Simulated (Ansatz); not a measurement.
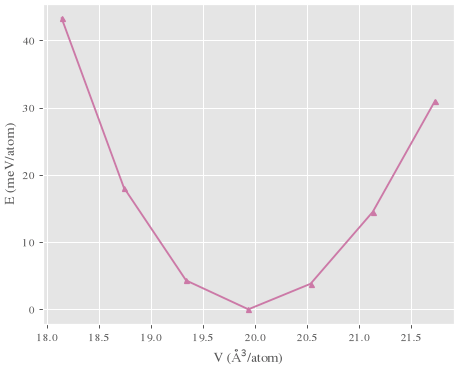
*SiSe$_{2}$ in space group Pa-3 (No. 205; Si on 4a, Se on 8c) under volume change, PBE (plane waves, PAW; program Ansatz), shape and atoms relaxed at each volume.*

### Question
What does a third-order Birch–Murnaghan fit give for V₀, B₀ and B′?

### Answer
V₀ = 19.93 Å³/atom, B₀ = 72.2 GPa, B′ = 4.6.

A made-up cell: these elements were put on the sites of a structure type; neither database checked (COD, Materials Project) lists it. COD files the formula under space group No. 72, so this cell is another polymorph or a model. Whether it is the stable phase at ambient conditions was not checked. Symmetry was held in the PBE relaxation; its stability against distortions is not shown here.

Potentials: the later of the program's two PAW sets.
